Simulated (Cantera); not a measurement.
Input: 1 mol CH3F, 0.38 mol CH4, 3 mol H2, held at 2327 °C.

Cantera equilibrium calculation (NASA polynomials, part measured and part estimated; ideal gas, pure solids and liquids). Candidate condensed phases: C, C6H6, C7H8, C8H18; 95 gas species. Kinetics and transport are ignored.

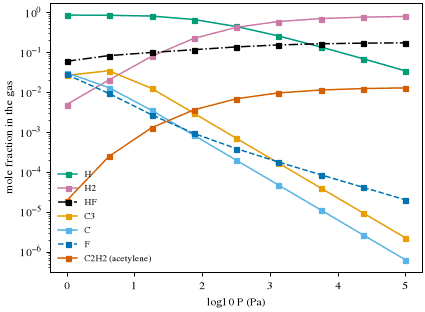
Figure: Equilibrium gas composition (values under 1e-9 drawn at 1e-9)

Problem. Read off the mole fractions at 0.240 bar.

Solution. H2 about 0.75, HF about 0.17, H about 0.068, C2H2 (acetylene) about 0.012, F about 4.1e-5, C3 about 9.2e-6, C about 2.6e-6.
